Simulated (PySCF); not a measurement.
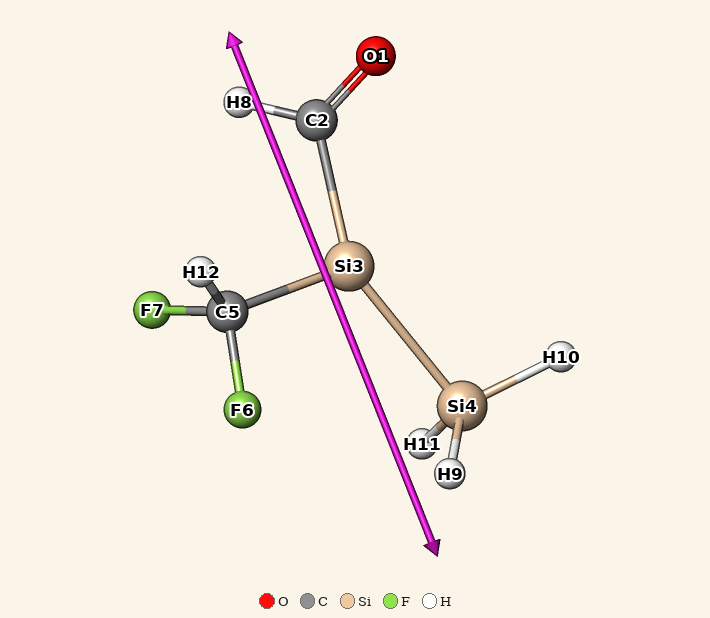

The double arrow shows the direction of the transition dipole to excited singlet state 5 (its length means nothing). State: charge +1, singlet. Computed geometry: GFN2-xTB optimisation. No frequency run is at hand to confirm it as a minimum. Method: TDDFT ωB97X-D/def2-SVPD, vertical, gas phase, core orbitals frozen in the response (PySCF 2.14.0).

### How is the transition polarised?

Nearly parallel to the C2–Si3 bond.

### Where does the transition lie, and how strong is it?

5.52 eV (225 nm), oscillator strength 0.11, of mixed character, with the largest part HOMO → LUMO+2 (weight 0.40); transition dipole 2.34 D.

The geometry is semi-empirical. Around Si such bond lengths and angles can be off by a tenth of an ångström or more and by several degrees, and values that hang on the shape move with them.
